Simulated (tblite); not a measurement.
## C2H14FNSi4: frequency calculation

- system: C2H14FNSi4
- method: GFN2-xTB harmonic vibrations, gas phase (tblite 0.8.0)

It belongs to a series of runs on one base structure; here: P replaced by N.

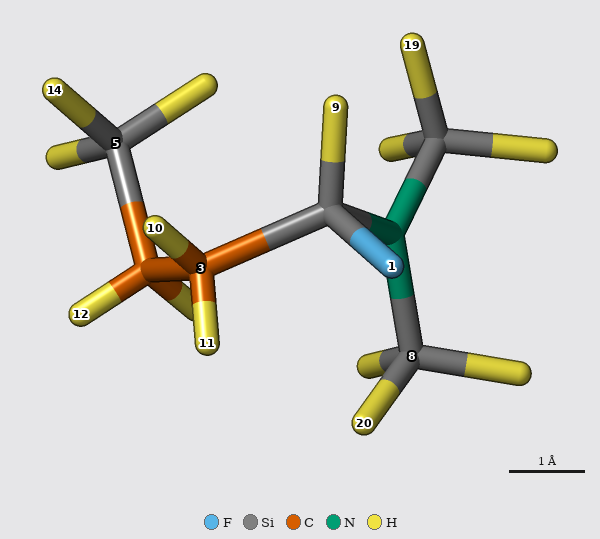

Fig. 1: The structure (stick view, seen at a tilt; atoms are numbered from 1 in the order of the input). Bond lengths as drawn: C–C 1.53 Å, C–H 1.09 Å, C–Si 1.90 Å, F–Si 1.62 Å, H–Si 1.45 to 1.47 Å and N–Si 1.73 to 1.75 Å.

### Input
```
{"job": {"kind": "ir", "xc": "GFN2-xTB", "basis": "xTB"}, "charge": 0, "multiplicity": 1}
F     -0.944005    -0.418426    -2.818132
Si    -0.171014     0.194424    -1.530961
C      1.202147    -1.040403    -1.100067
C      1.577485    -1.096197     0.381255
Si     2.389735     0.488207     1.039631
N     -1.340879     0.358124    -0.265066
Si    -1.714334     1.882504     0.493029
Si    -2.226230    -1.041787     0.292301
H      0.273682     1.501990    -1.979568
H      2.093375    -0.810407    -1.687759
H      0.876828    -2.033473    -1.424435
H      2.251949    -1.941961     0.543706
H      0.677012    -1.305507     0.963703
H      3.583128     0.790081     0.239184
H      2.807002     0.246493     2.425792
H      1.463574     1.620343     0.987096
H     -3.130594     2.187862     0.275462
H     -1.439071     1.755427     1.927056
H     -0.865442     2.904252    -0.113364
H     -1.722712    -2.221069    -0.405159
H     -2.002911    -1.164151     1.737487
H     -3.649137    -0.836942     0.017960
```

The first line tells a small driver script what to run in tblite; the rest is the geometry in Å.

Command:
```bash
OMP_NUM_THREADS=1 python <driver script> task.json out
```

### The program's output
```
mode    cm-1     km/mol
  1      24.0      0.22
  2      46.5      0.61
  3      75.7      2.36
  4      80.6      0.19
  5      94.6      0.85
  6     108.8      0.50
  7     127.5      0.24
  8     145.6      4.69
  9     156.2      6.56
 10     205.0      1.36
 11     215.9      2.17
 12     258.4     16.03
 13     286.4     12.19
 14     337.7      1.53
 15     484.6      9.64
 16     501.4     36.88
 17     550.7     47.04
 18     560.5      1.97
 19     567.4     24.13
 20     582.9     43.68
 21     601.4    148.27
 22     634.2     92.41
 23     670.4     81.65
 24     687.1     12.98
 25     717.3    156.31
 26     758.2     22.89
 27     766.6     18.15
 28     774.2     91.11
 29     777.7    127.25
 30     782.5    506.72
 31     789.4    196.19
 32     790.1    326.68
 33     792.6     59.72
 34     794.6     11.64
 35     804.1   1008.09
 36     828.6    232.01
 37     839.6     56.31
 38     953.4    430.28
 39    1015.0    525.88
 40    1080.8     19.38
 41    1083.4     56.62
 42    1160.0      2.79
 43    1292.8      2.07
 44    1309.3      9.74
 45    1479.9      0.70
 46    1489.9      3.79
 47    2208.4     40.62
 48    2223.9    361.60
 49    2229.1    368.30
 50    2232.7    133.70
 51    2235.4    571.02
 52    2253.2    527.40
 53    2261.1    164.78
 54    2274.3    272.67
 55    2285.1    274.58
 56    2352.5    358.72
 57    2937.0     58.71
 58    2941.3     45.17
 59    2966.2     43.22
 60    2971.1     38.41
```

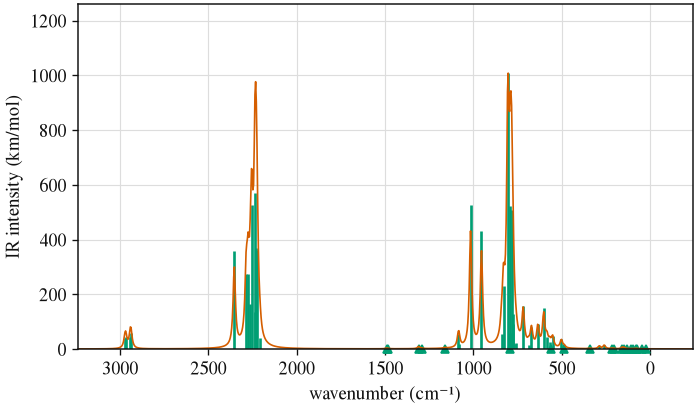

Fig. 2: Harmonic infrared spectrum, unscaled: sticks (degenerate modes added up, dark ones marked on the axis) with a Lorentzian envelope of 16 cm⁻¹ full width, scaled to the tallest stick. 60 modes from 24 to 2971 cm⁻¹, none imaginary. The strongest line is at 804 cm⁻¹ (1008 km/mol).

### Key numbers

| quantity | value |
| --- | --- |
| outcome | converged |
| total energy | −711.0440 eV |
| zero-point energy | 90.7130 kcal/mol |
| hardware | 1 CPU thread, shared host |
| wall time | 2.4 s |
| peak memory | 0.18 GiB |
